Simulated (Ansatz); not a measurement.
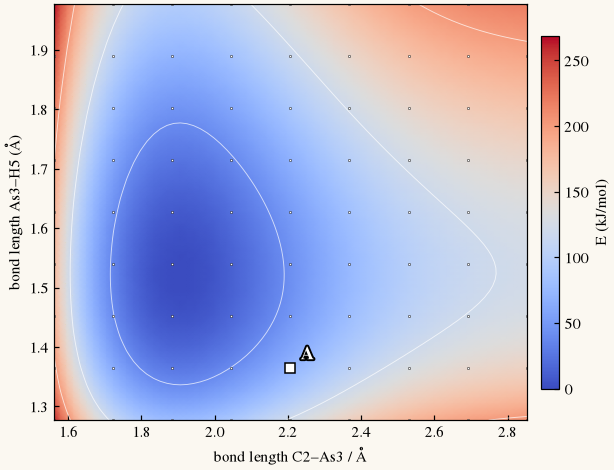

CH₂AsS, SMILES S=[C][AsH2], spin multiplicity 2. 
- Coordinates scanned: (1) bond length C2–As3; (2) bond length As3–H5.
- Nothing is relaxed (all other coordinates rigid).
- The grid has 9 × 9 points.
- Points are written as (first, second).
- Energies: kJ/mol, counted from the relaxed molecule at the same level.
- All numbers below come from Ansatz, UKS PBE0-D4/def2-SVP.

The picture shows a smooth colour map with a few white contour lines, dots at the grid points, the point A. Between grid points the surface is interpolated.

> Is A at rest? If not, where is it pushed?

A, at (2.206 Å, 1.364 Å), is not a stationary point. The computed force is 210 kJ/mol for each Å towards smaller values of bond length C2–As3 and 410 kJ/mol for each Å towards larger values of bond length As3–H5.
